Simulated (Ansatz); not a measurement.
**AlH2F (SMILES [H][Al]([H])[F]): levels of theory compared**

Wanted: a comparison of 6 runs (BLYP/STO-3G, UPBE/STO-3G, RPA@PBE/STO-3G, MP2/STO-3G, CCSD/STO-3G, CCSD(T)/STO-3G) of AlH2F. 

Program for the calculation: Ansatz 0.2.0.

52 further runs of the same task are left out: 52 set aside as unsound or not needed.

## 1. The structure to begin with

AlH2F: 4 atoms, total charge 0, spin state singlet. SMILES: `[H][Al]([H])[F]`. The H2–Al1 distance was set to 3.056 Å, away from the relaxed value. At this shape a bond of the SMILES string is far longer than usual.

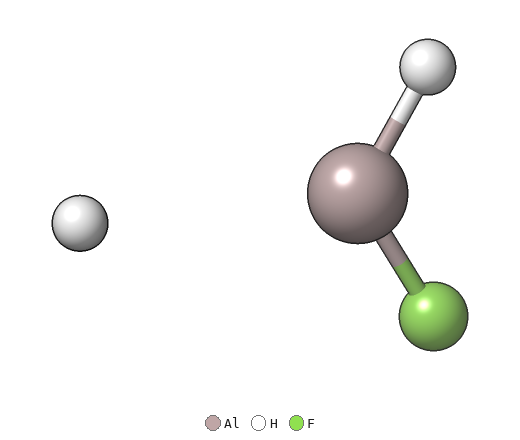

Viewed from a chosen angle; aluminium light grey, hydrogen white, fluorine green.

## 2. The energy at BLYP/STO-3G (run 1)

input.yaml reads:

```yaml
crystal:
  periodic: [false, false, false]
  atoms:
    - {symbol: Al, position_ang: [-1.507704, 0.083230, -0.012200]}
    - {symbol: H, position_ang: [1.546910, -0.017870, 0.014080]}
    - {symbol: H, position_ang: [-2.266294, 1.409370, -0.032560]}
    - {symbol: F, position_ang: [-2.354824, -1.323080, -0.008740]}
basis:
  gaussian: {orbitals: STO-3G}
accuracy: high
total_charge: 0
hamiltonian: {xc: {name: BLYP}}
```

Started as:

```console
$ ansatz run input.yaml --threads 1 --pin off --max-ram 2610MiB --events-out events.jsonl --progress --plain --runs-dir runs
```

Log:

```text
Warning: RAYON_NUM_THREADS=1 ignored (pool sized by the plan → 1); use --threads N
Functional definition: BLYP
  name "BLYP"
  parameter beta = 0.0042
  parameter a = 0.04918
  parameter b = 0.132
  parameter c = 0.2533
  parameter d = 0.349
  exchange = b88_x(beta = beta)
  correlation = lyp_c(a = a, b = b, c = c, d = d)
264 factors; integrals over basis functions are off by at most 3.7e-9 eV
mean field evaluation 1: about -9212.8334 eV, gradient 2.9e1 eV
mean field evaluation 2: about -9187.1509 eV, gradient 8.4e1 eV
mean field evaluation 4: about -9214.5150 eV, gradient 1.8e1 eV
mean field evaluation 8: about -9219.7673 eV, gradient 1.2e1 eV
mean field evaluation 16: about -9220.8477 eV, gradient 9.5e-3 eV
mean field -9220.84773559 eV, -338.8599041680 hartree, gradient 7.7e-9 eV, S^2 0.000000; 0 other end points of the search recorded, 0 dependent functions left out
reference -9220.84777081 eV, -338.8599054621 hartree; 12, 12 occupied and 4, 4 virtual orbitals, 264 factors
Total energy: -9220.84777081 eV, -338.8599054621 hartree
```

It took 0.93 s on 1 thread of Arm Neoverse V1, shared host.

## 3. The energy at UPBE/STO-3G (run 2)

Changes to input.yaml since step 2:

```diff
@@ -8,5 +8,9 @@
 basis:
-  gaussian: {orbitals: STO-3G}
+  gaussian:
+    orbitals: STO-3G
+magnetization:
+  spin_polarized: true
 accuracy: high
+hamiltonian:
+  xc: {name: PBE}
 total_charge: 0
-hamiltonian: {xc: {name: BLYP}}
```

Started as:

```console
$ ansatz run input.yaml --threads 1 --pin off --max-ram 2610MiB --events-out events.jsonl --progress --plain --runs-dir runs
```

Log:

```text
Warning: RAYON_NUM_THREADS=1 ignored (pool sized by the plan → 1); use --threads N
Functional definition: PBE
  name "PBE"
  parameter kappa = 0.804
  parameter beta = 0.06672455060314922
  exchange = pbe_x(kappa = kappa, mu = beta*pi^2/3)
  correlation = pbe_c(beta = beta)
264 factors; integrals over basis functions are off by at most 3.7e-9 eV
mean field evaluation 1: about -9207.6410 eV, gradient 2.0e1 eV
mean field evaluation 2: about -9184.8996 eV, gradient 5.5e1 eV
mean field evaluation 4: about -9209.1696 eV, gradient 1.3e1 eV
mean field evaluation 8: about -9213.3421 eV, gradient 1.0e1 eV
mean field evaluation 16: about -9215.4567 eV, gradient 1.9e-7 eV
mean field evaluation 32: about -9213.6964 eV, gradient 1.5e1 eV
mean field -9215.75254910 eV, -338.6726595179 hartree, gradient 1.2e-8 eV, S^2 0.661663; 3 other end points of the search recorded, 0 dependent functions left out
reference -9215.75255088 eV, -338.6726595833 hartree; 12, 12 occupied and 4, 4 virtual orbitals, 264 factors
Total energy: -9215.75255088 eV, -338.6726595833 hartree
```

It took 3.3 s on 1 thread of Arm Neoverse V1, shared host; peak memory 0.12 GiB.

Runs 3 to 4 aren't shown in full; the table further down has their settings and results.

## 4. The energy at CCSD/STO-3G (run 5)

molecule.yaml reads:

```yaml
crystal:
  periodic: [false, false, false]
  atoms:
    - symbol: Al
      position_ang: [-1.507704, 0.083230, -0.012200]
    - symbol: H
      position_ang: [1.546910, -0.017870, 0.014080]
    - symbol: H
      position_ang: [-2.266294, 1.409370, -0.032560]
    - symbol: F
      position_ang: [-2.354824, -1.323080, -0.008740]
basis:
  gaussian: {orbitals: STO-3G}
correlation: {method: ccsd, frozen_orbitals: {Al: 5, F: 1, H: 0}}
accuracy: high
scf: {omitted_lower_state_checks: [cluster_reference, increment]}
```

Started as:

```console
$ ansatz run molecule.yaml --threads 1 --pin off --max-ram 2610MiB --events-out events.jsonl --progress --plain --runs-dir runs
```

Log:

```text
Warning: RAYON_NUM_THREADS=1 ignored (pool sized by the plan → 1); use --threads N
[... 12 lines left out ...]
6 core orbitals not correlated: weight in the atoms' cores, before any rotation towards them, 1.000 or more for the frozen orbitals, at most 0.000 for the correlated occupied ones
[... 33 lines left out ...]
WARN: these amplitudes may be one of several solutions (largest doubles amplitude 0.66, level shift 7.40 eV)
Total energy: -9200.49737034 eV, -338.1120420388 hartree
Checks for a lower state left out: cluster_reference, increment
```

Wall time 0.14 s (1 thread of Arm Neoverse V1, shared host).

## 5. The energy at CCSD(T)/STO-3G (run 6)

run.yaml reads:

```yaml
basis:
  gaussian:
    orbitals: STO-3G
crystal:
  periodic: [false, false, false]
  atoms:
    - {symbol: Al, position_ang: [-1.507704, 0.083230, -0.012200]}
    - {symbol: H, position_ang: [1.546910, -0.017870, 0.014080]}
    - {symbol: H, position_ang: [-2.266294, 1.409370, -0.032560]}
    - {symbol: F, position_ang: [-2.354824, -1.323080, -0.008740]}
correlation:
  method: ccsd_t
  frozen_orbitals: {Al: 5, F: 1, H: 0}
accuracy: high
scf:
  omitted_lower_state_checks: [cluster_reference, increment]
```

Started as:

```console
$ ansatz run run.yaml --threads 1 --pin off --max-ram 2610MiB --events-out events.jsonl --progress --plain --runs-dir runs
```

Log:

```text
Warning: RAYON_NUM_THREADS=1 ignored (pool sized by the plan → 1); use --threads N
[... 12 lines left out ...]
6 core orbitals not correlated: weight in the atoms' cores, before any rotation towards them, 1.000 or more for the frozen orbitals, at most 0.000 for the correlated occupied ones
[... 34 lines left out ...]
WARN: these amplitudes may be one of several solutions (largest doubles amplitude 0.66, level shift 7.40 eV)
Total energy: -9200.76866809 eV, -338.1220120474 hartree
Checks for a lower state left out: cluster_reference, increment
```

Run time: 0.14 s. Hardware: 1 thread of Arm Neoverse V1, shared host.

## 6. Overview of the runs

| run | level | frozen core orbitals | energy (Eh) | wall time |
| --- | --- | --- | --- | --- |
| 1 | BLYP/STO-3G | – | -338.859905 | 0.93 s |
| 2 | UPBE/STO-3G | – | -338.672660 | 3.3 s |
| 3 | RPA@PBE/STO-3G | 6 | -338.144396 | 1.3 s |
| 4 | MP2/STO-3G | 6 | -338.051283 | 0.12 s |
| 5 | CCSD/STO-3G | 6 | -338.112042 | 0.14 s |
| 6 | CCSD(T)/STO-3G | 6 | -338.122012 | 0.14 s |

## 7. Summary of results

```
                                          quantity          value
                               run 6: total energy  -338.12201 Eh
run 6: correlation energy (6 core orbitals frozen)     -178.0 mEh
                             run 6: (T) correction      -9.97 mEh
                              run 6: T1 diagnostic          0.061
```

What this shows: Totals of different functionals can't be ranked against each other. In runs 5, 6 the T1 diagnostic is large, so a single reference may not serve. In runs 3, 4, 5, 6 the log says that unrestricted orbitals would lower the reference, so the values rest on an unstable closed-shell determinant (other closed-shell runs at this shape may share the fault). In runs 1, 2, 3, 4, 5, 6 the basis is minimal, so the values are rough. Spin contamination of the reference: run 2 ⟨S²⟩ = 0.66. Where it is this large, the reference is a mixture of spin states, and values that rest on it are in doubt. All runs together took 6 s, the longest 3.3 s.
